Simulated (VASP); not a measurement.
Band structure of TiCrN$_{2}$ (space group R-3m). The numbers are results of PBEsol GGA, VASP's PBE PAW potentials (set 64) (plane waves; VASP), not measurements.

The run has a spin-polarised start.

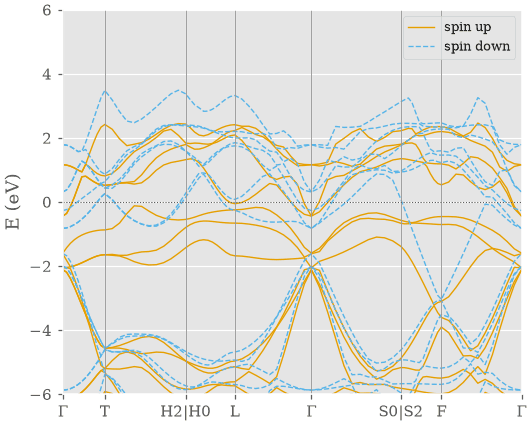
Figure: Bands along high-symmetry lines, zero at the valence-band maximum or, without a gap, the Fermi level

Q: Read the plot: is there a gap, and where are the band edges?

A: It has no gap at this level: it comes out as a metal or semimetal. (Edges off the drawn lines would not show.)

The structure comes from a computed database's TiCrN2 entry (R-3m); how it stands against other phases isn't given here. It was relaxed first.
